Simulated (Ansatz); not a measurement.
# Cl₄Zr (SMILES [Cl][Zr]([Cl])([Cl])[Cl]): what the fields show

Input

```
crystal:
  periodic: [false, false, false]
  atoms:
    - symbol: Cl
      position_ang: [-0.110233, -0.231336, 2.307196]
    - symbol: Cl
      position_ang: [1.549021, -1.502743, -0.855266]
    - symbol: Cl
      position_ang: [-2.086624, -0.431087, -0.921402]
    - symbol: Cl
      position_ang: [0.647794, 2.165176, -0.530509]
    - symbol: Zr
      position_ang: [0.000032, 0.000000, -0.000020]
basis:
  gaussian:
    orbitals: def2-TZVPD
magnetization:
  spin_polarized: false
  initial_magnetization: 0
hamiltonian:
  xc: pbe0
output: {forces: true, orbitals: {seedname: orbitals}}
```

Launched as:

```sh
ansatz run input.yaml --threads 2 --pin off --max-ram 5220MiB --events-out events.jsonl --progress --plain --runs-dir runs
```

Geometry: PBE0-D4/def2-SVP; core potentials replace the inner electrons of Zr.

Computed with Ansatz, isolated molecule in a Gaussian basis; Kohn-Sham density functional theory, functional PBE0.

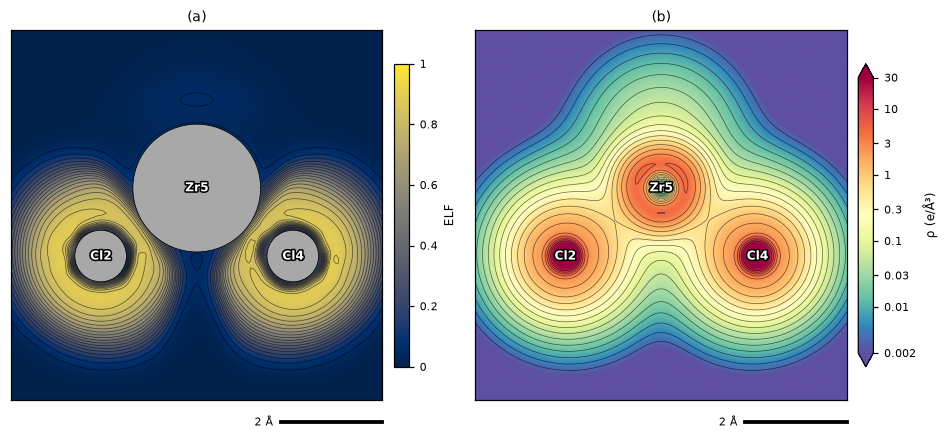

Figure 1. (a) electron localisation function; (b) electron density on the plane of atoms Cl2, Zr5 and Cl4. Grey discs cover the atomic cores in the ELF map.

### Describe what can be read from this map.

The section cuts through Cl and Zr sites.
Zr–Cl (2.32 Å): the density is about 0.65 e/Å³ at the midpoint; the ELF peaks at about 0.85 in the valence shell of Cl, 0.8 Å from its nucleus, and is about 0.35 at the midpoint.

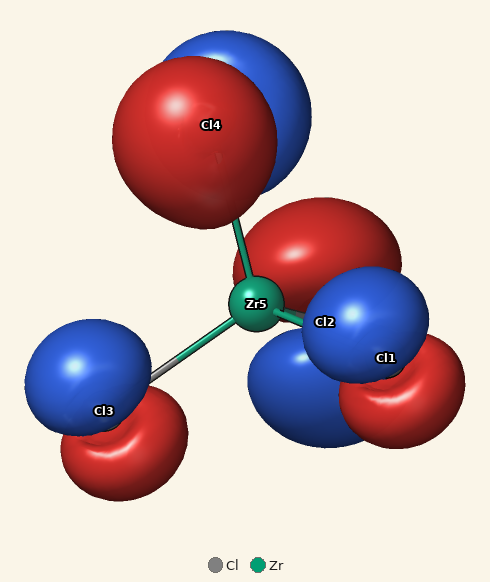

Figure 2. The HOMO at ±0.1 Å⁻³ᐟ² (red and blue are the two phases), seen at an oblique angle.

### What is the character of this orbital?

Its weight (Hirshfeld) is mainly on Cl2 (about 35 %), Cl4 (about 35 %), Cl1 (about 10 %) and Cl3 (about 10 %); largely a combination of lone pairs on Cl2, Cl4, Cl1 and Cl3. It is one of a degenerate set, so its orientation is arbitrary. Its energy is −9.73 eV.

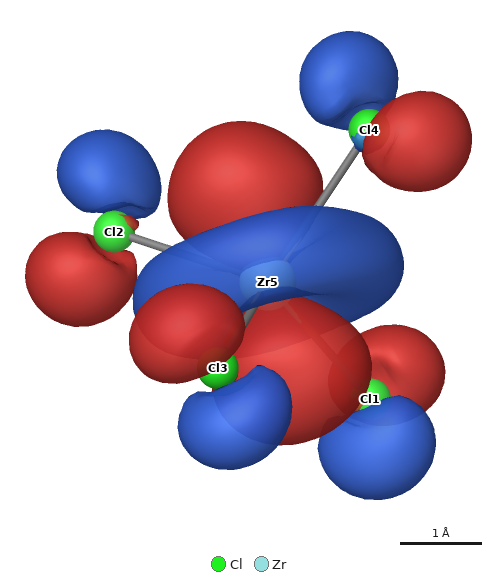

Figure 3. The LUMO at ±0.08 Å⁻³ᐟ² (blue and red are the two phases), seen at a tilt.

### What is the character of this orbital?

It lies mainly on Zr5 (about 65 %), Cl1 (about 10 %), Cl2 (about 10 %), Cl3 (about 10 %) and Cl4 (about 10 %). It is one of a degenerate set, so its orientation is arbitrary. Its energy is −2.76 eV.
